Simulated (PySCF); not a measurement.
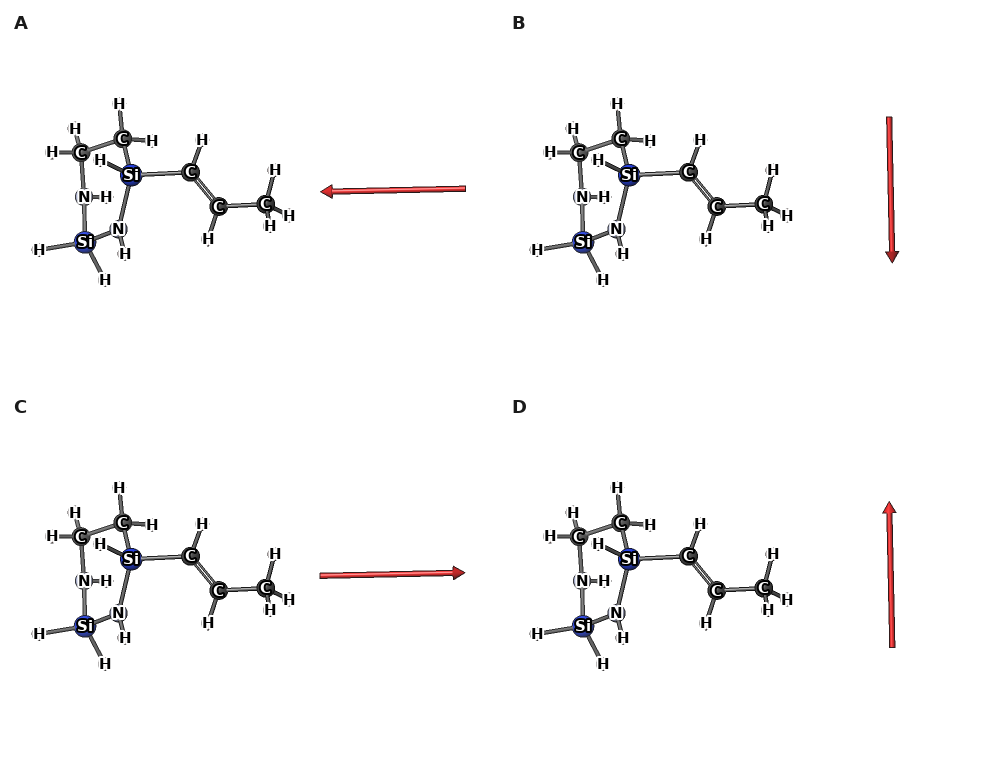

The same molecule four times, each with an arrow. The geometry was computed by an optimisation with GFN2-xTB. No frequency run is at hand to confirm it as a minimum. Method: PBE0/pcSseg-1, gas phase (PySCF 2.14.0).

### Which arrow points along the dipole moment, from the negative to the positive end?

C. The dipole moment is 1.75 D.

The geometry is semi-empirical. Around Si such bond lengths and angles can be off by a tenth of an ångström or more and by several degrees, and values that hang on the shape move with them.
